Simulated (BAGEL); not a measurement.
**UHF/3-21G (density fitting with qzvpp-jkfit) run of Si2NH6 (SMILES [SiH2]N[SiH3])**

Aim: the vertical doublet–quartet gap of Si2NH6 at UHF/3-21G (density fitting with qzvpp-jkfit), from 2 runs. 

Program for the calculation: BAGEL 1.2.2.

2 further runs of the same task are left out: 2 set aside as unsound or not needed. Runs told in other sessions of the task aren't counted.

**1. The structure to begin with**

Si2NH6: 9 atoms, total charge 0, spin state doublet. As SMILES, `[SiH2]N[SiH3]`. The coordinates come from a PBE0-D4/def2-TZVP relaxation. This is one conformer, not always the lowest.

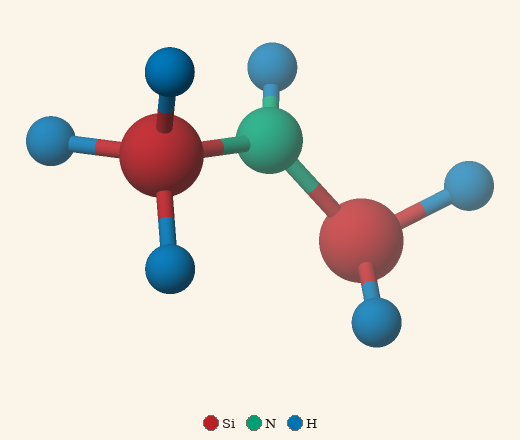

Viewed from a chosen angle; silicon red, nitrogen teal, hydrogen blue.

**2. A single-point energy at UHF/3-21G (density fitting with qzvpp-jkfit)**

File job.json:

```json
{ "bagel" : [

{
  "title" : "molecule",
  "basis" : "3-21g",
  "df_basis" : "qzvpp-jkfit",
  "angstrom" : true,
  "geometry" : [
    { "atom" : "Si", "xyz" : [      -1.200900,       0.925300,      -0.948400 ] },
    { "atom" : "N", "xyz" : [       0.196900,       0.625800,       0.025200 ] },
    { "atom" : "Si", "xyz" : [       0.611700,      -0.820500,       0.880200 ] },
    { "atom" : "H", "xyz" : [      -1.616500,      -0.372000,      -1.554500 ] },
    { "atom" : "H", "xyz" : [      -0.842900,       1.913400,      -2.010900 ] },
    { "atom" : "H", "xyz" : [       0.764100,       1.439300,       0.222200 ] },
    { "atom" : "H", "xyz" : [       1.982600,      -1.276500,       0.525400 ] },
    { "atom" : "H", "xyz" : [      -0.378200,      -1.853400,       0.488500 ] },
    { "atom" : "H", "xyz" : [       0.571600,      -0.627700,       2.355400 ] }
  ]
},

{ "title" : "uhf", "nopen" : 1 },

{ "title" : "print", "file" : "orbitals.molden", "orbitals" : true }

]}
```

The run is started by

```bash
BAGEL_NUM_THREADS=1 BAGEL job.json > job.out
```

The program printed:

```text
* using 1 threads per process

  ===============================================================
  ===============================================================

  *** Geometry ***

  { "atom" : "Si", "xyz" : [     -2.269372,      1.748564,     -1.792216 ] },
  { "atom" : "N", "xyz" : [      0.372087,      1.182591,      0.047621 ] },
  { "atom" : "Si", "xyz" : [      1.155945,     -1.550520,      1.663337 ] },
  { "atom" : "H", "xyz" : [     -3.054742,     -0.702978,     -2.937579 ] },
  { "atom" : "H", "xyz" : [     -1.592850,      3.615802,     -3.800050 ] },
  { "atom" : "H", "xyz" : [      1.443940,      2.719883,      0.419897 ] },
  { "atom" : "H", "xyz" : [      3.746571,     -2.412235,      0.992862 ] },
  { "atom" : "H", "xyz" : [     -0.714694,     -3.502418,      0.923131 ] },
  { "atom" : "H", "xyz" : [      1.080167,     -1.186181,      4.451061 ] },

  Number of auxiliary basis functions:      441

  Since a DF basis is specified, we compute 2- and 3-index integrals:
    o Being stored without compression. Storage requirement is 0.008 GB

  Number of basis functions:       47
  Number of electrons      :       41

    * METHOD: MOLECULE                             0.10

  *** Open-shell HF ***

  === Nuclear Repulsion ===
   147.5336914644

      * DIIS with orbital gradients will be used.

  === UHF iteration (3-21g) ===
      0       -632.32016569          0.04495207           0.03
      1       -632.38669205          0.02680561           0.04
      2       -632.40504524          0.01761292           0.03
      3       -632.41643996          0.00086116           0.03
      4       -632.41663720          0.00021964           0.04
      5       -632.41666801          0.00008124           0.04
      6       -632.41667569          0.00001604           0.05
      7       -632.41667688          0.00000555           0.03
      8       -632.41667710          0.00000296           0.03
      9       -632.41667716          0.00000102           0.05
     10       -632.41667716          0.00000030           0.03
     11       -632.41667717          0.00000012           0.03
     12       -632.41667717          0.00000005           0.04
     13       -632.41667717          0.00000002           0.03
     14       -632.41667717          0.00000001           0.04
     15       -632.41667717          0.00000000           0.04
    * SCF iteration converged.

    * S^2 (UHF) is 0.7535

    * Permanent dipole moment:
           (   -0.098439,    -0.314403,    -0.230955) a.u.

    * METHOD: UHF                                  0.68

    * METHOD: PRINT                                0.00

  ===============================================================
```

Wall time 0.93 s (1 thread of Intel Xeon 6975P-C (Granite Rapids), shared host).

**3. The quartet**

File hf.json:

```json
{ "bagel" : [

{
  "title" : "molecule",
  "basis" : "3-21g",
  "df_basis" : "qzvpp-jkfit",
  "angstrom" : true,
  "geometry" : [
    { "atom" : "Si", "xyz" : [   -1.200900,    0.925300,   -0.948400 ] },
    { "atom" : "N", "xyz" : [    0.196900,    0.625800,    0.025200 ] },
    { "atom" : "Si", "xyz" : [    0.611700,   -0.820500,    0.880200 ] },
    { "atom" : "H", "xyz" : [   -1.616500,   -0.372000,   -1.554500 ] },
    { "atom" : "H", "xyz" : [   -0.842900,    1.913400,   -2.010900 ] },
    { "atom" : "H", "xyz" : [    0.764100,    1.439300,    0.222200 ] },
    { "atom" : "H", "xyz" : [    1.982600,   -1.276500,    0.525400 ] },
    { "atom" : "H", "xyz" : [   -0.378200,   -1.853400,    0.488500 ] },
    { "atom" : "H", "xyz" : [    0.571600,   -0.627700,    2.355400 ] }
  ]
},
{ "title" : "uhf", "nopen" : 3 },
{ "title" : "print", "file" : "orbitals.molden", "orbitals" : true }

]}
```

The run is started by

```bash
BAGEL_NUM_THREADS=1 BAGEL hf.json > hf.out
```

The program printed:

```text
* using 1 threads per process

  ===============================================================
  ===============================================================

  *** Geometry ***

  { "atom" : "Si", "xyz" : [     -2.269372,      1.748564,     -1.792216 ] },
  { "atom" : "N", "xyz" : [      0.372087,      1.182591,      0.047621 ] },
  { "atom" : "Si", "xyz" : [      1.155945,     -1.550520,      1.663337 ] },
  { "atom" : "H", "xyz" : [     -3.054742,     -0.702978,     -2.937579 ] },
  { "atom" : "H", "xyz" : [     -1.592850,      3.615802,     -3.800050 ] },
  { "atom" : "H", "xyz" : [      1.443940,      2.719883,      0.419897 ] },
  { "atom" : "H", "xyz" : [      3.746571,     -2.412235,      0.992862 ] },
  { "atom" : "H", "xyz" : [     -0.714694,     -3.502418,      0.923131 ] },
  { "atom" : "H", "xyz" : [      1.080167,     -1.186181,      4.451061 ] },

  Number of auxiliary basis functions:      441

  Since a DF basis is specified, we compute 2- and 3-index integrals:
    o Being stored without compression. Storage requirement is 0.008 GB

  Number of basis functions:       47
  Number of electrons      :       41

    * METHOD: MOLECULE                             0.10

  *** Open-shell HF ***

  === Nuclear Repulsion ===
   147.5336914644

      * DIIS with orbital gradients will be used.

  === UHF iteration (3-21g) ===
      0       -632.00550927          0.04113538           0.04
      1       -632.09962828          0.03198803           0.05
      2       -632.14789294          0.02089723           0.05
      3       -632.17531352          0.00474071           0.05
      4       -632.18552940          0.00175607           0.03
      5       -632.18728625          0.00061627           0.05
      6       -632.18796280          0.00031252           0.03
      7       -632.18823807          0.00013474           0.03
      8       -632.18827148          0.00005482           0.04
      9       -632.18827919          0.00002074           0.03
     10       -632.18828153          0.00001055           0.04
     11       -632.18828254          0.00000331           0.04
     12       -632.18828267          0.00000180           0.03
     13       -632.18828269          0.00000064           0.04
     14       -632.18828269          0.00000028           0.04
     15       -632.18828269          0.00000011           0.03
     16       -632.18828269          0.00000006           0.04
     17       -632.18828269          0.00000003           0.04
     18       -632.18828269          0.00000001           0.04
     19       -632.18828269          0.00000001           0.04
    * SCF iteration converged.

    * S^2 (UHF) is 3.7631

    * Permanent dipole moment:
           (   -0.673355,    -0.305599,    -0.476893) a.u.

    * METHOD: UHF                                  0.87

    * METHOD: PRINT                                0.00

  ===============================================================
```

It took 1.1 s on 1 thread of Intel Xeon 6975P-C (Granite Rapids), shared host.

**4. Outcome**

Level: UHF/3-21G (density fitting with qzvpp-jkfit).

| quantity | value |
| --- | --- |
| doublet: total energy | -632.41668 Eh |
| doublet: dipole moment | 1.02 D |
| doublet: ⟨S²⟩ | 0.753 |
| quartet: total energy | -632.18828 Eh |
| quartet: dipole moment | 2.24 D |
| quartet: ⟨S²⟩ | 3.763 |
| vertical energy of the quartet above the doublet | 6.215 eV |

What this shows: At this shape the quartet lies 6.21 eV (600 kJ/mol) above the doublet.
